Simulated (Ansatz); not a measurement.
# AlAsHSi (SMILES [Al]1[SiH]=[As]1) (doublet): what the fields show

Input file:

```
crystal:
  periodic: [false, false, false]
  atoms:
    - {symbol: Al, position_ang: [0.123360, -1.757450, 1.703185]}
    - {symbol: As, position_ang: [-1.759429, -0.540619, 2.576339]}
    - {symbol: Si, position_ang: [-1.589492, -0.929076, 0.349874]}
    - {symbol: H, position_ang: [-2.680266, -0.405874, -0.545673]}
basis:
  gaussian: {orbitals: def2-TZVPD}
magnetization: {spin_polarized: true, initial_magnetization: 1}
hamiltonian: {xc: {name: PBE0}}
output: {forces: true, orbitals: {seedname: orbitals}}
```

Command:

```sh
ansatz run input.yaml --threads 1 --pin off --max-ram 2610MiB --events-out events.jsonl --progress --plain --runs-dir runs
```

Geometry: PBE0-D3(BJ)/def2-SVP.

These are results of isolated molecule in a Gaussian basis; Kohn-Sham density functional theory, functional PBE0 in Ansatz 0.2.0, not measurements.

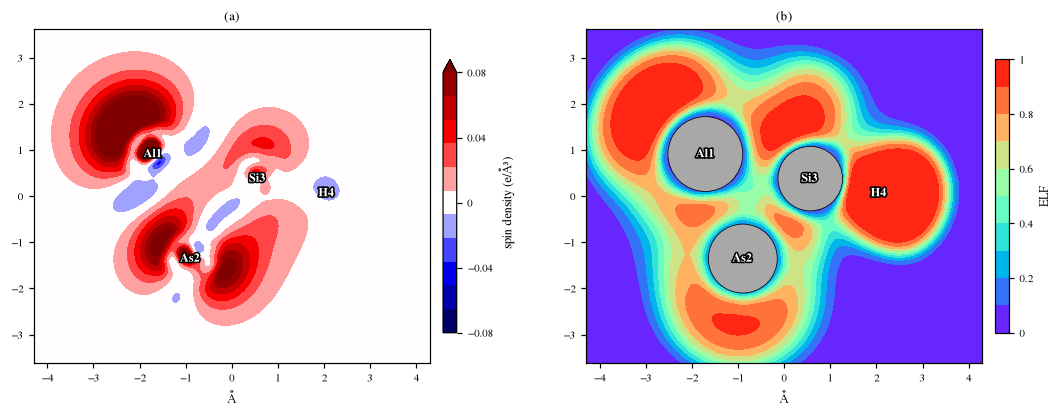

Figure 1. (a) spin density; (b) ELF on the molecular plane. Grey discs cover the atomic cores in the ELF map.

> What do the fields say about this system?

- The plane passes through Al, As, Si and H nuclei.
- Si–As (2.27 Å): the ELF peaks at about 0.80 between the atoms: a covalent bond.
- Al–Si (2.33 Å): the ELF peaks at about 0.70 in the valence shell of Si, 1.1 Å from its nucleus, and is about 0.65 at the midpoint.
- Al–As (2.41 Å): the ELF peaks at about 0.75 in the valence shell of As, 1.2 Å from its nucleus, and is about 0.75 at the midpoint.
- Si–H (1.51 Å): the ELF climbs to about 1 towards the hydrogen, as it does in any bond to H.
- The ELF also peaks beside As2, away from the bonds: non-bonding electrons, paired or unpaired.
- The unpaired spin (1 electron) lies mostly on Al1 (about 0.6), As2 (about 0.3) and Si3 (about 0.1), in electrons by Hirshfeld's partition.

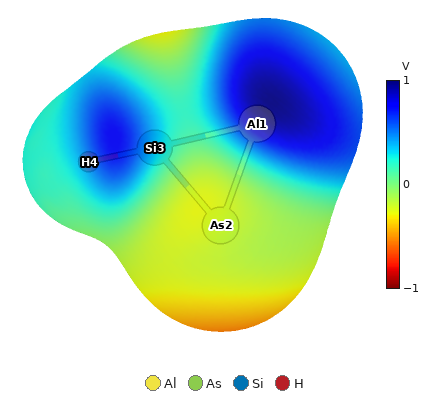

Figure 2. The molecular electrostatic potential painted on the density surface at 0.001 e/bohr³, seen across its widest extent; red is negative and blue positive.

> Which sites attract a positive test charge, and which a negative one?

A positive charge is drawn to the negative regions and a negative charge to the positive ones. The most negative region (about −0.5 V, or −12 kcal/mol for a unit charge) lies over As2, the most positive (about +1.0 V, or +23 kcal/mol for a unit charge) over Al1.

> How polar is the molecule by this calculation?

Its dipole moment is 1.48 D.

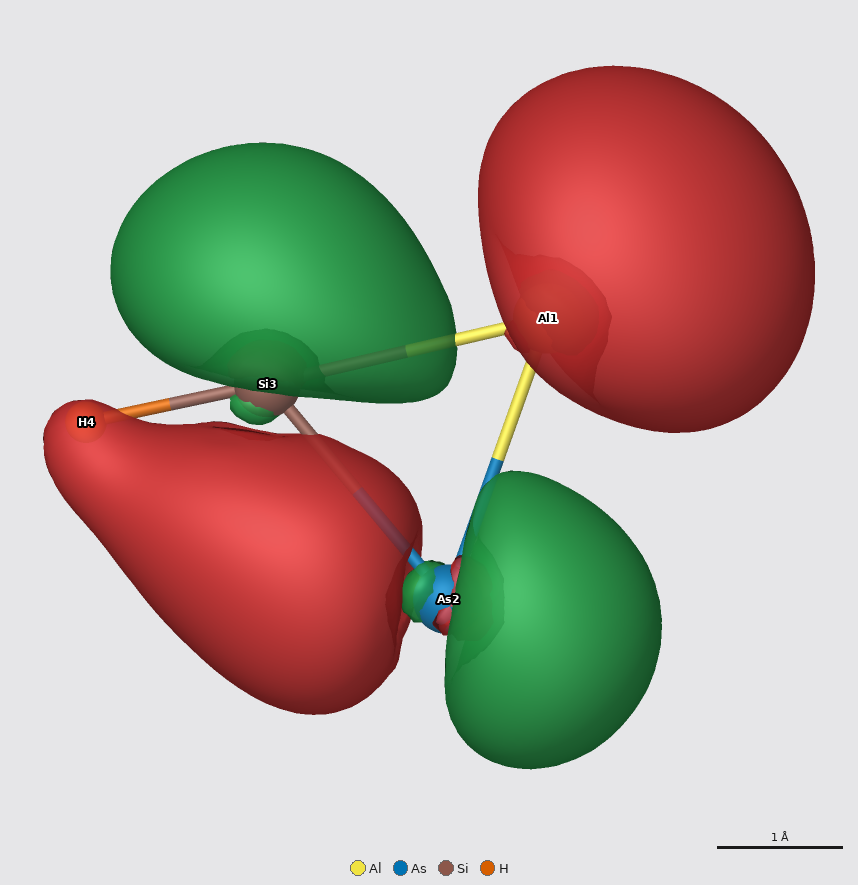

Figure 3. One frontier orbital at ±0.08 Å⁻³ᐟ² (green and red are the two phases), seen across its widest extent.

> Which orbital is it: HOMO (α) or LUMO (α)?

The HOMO (α), at −6.11 eV. It lies mainly on Al1 (about 45 %), Si3 (about 30 %) and As2 (about 25 %); it is symmetric in the molecular plane (an in-plane orbital: σ, lone-pair or in-plane π type).
